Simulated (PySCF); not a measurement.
Ge(I)4, SMILES [I][Ge]([I])([I])[I] (GeI4) at its CAM-B3LYP/def2-SVP optimised geometry (Å):

```
5

I      1.6775    -1.1860     0.0000
Ge    -0.8386    -1.1860     0.0000
I     -1.6777    -2.3690    -2.0558
I     -1.6775     1.1860     0.0000
I     -1.6764    -2.3739     2.0536
```

Calculation: CAM-B3LYP/def2-TZVP, def2 effective core potentials past Kr (PySCF). The core electrons that the potentials of I replace are not part of the density. Cells within 0.4 Å of a nucleus heavier than hydrogen are left out (blank, or x).

Map of the electron localisation function on the plane z = 0.0 Å:

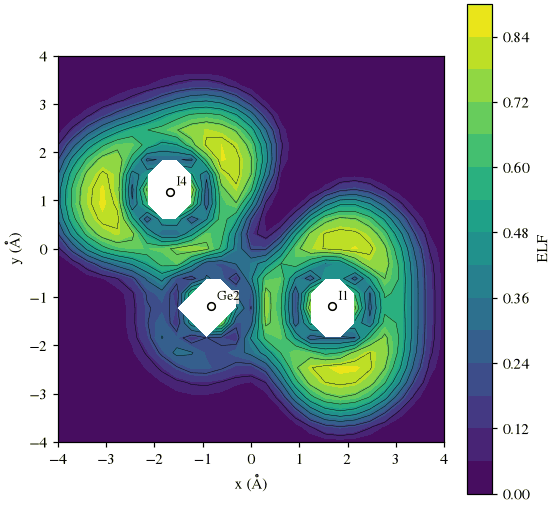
Figure: Electron localisation function on the plane z = 0.0 Å.
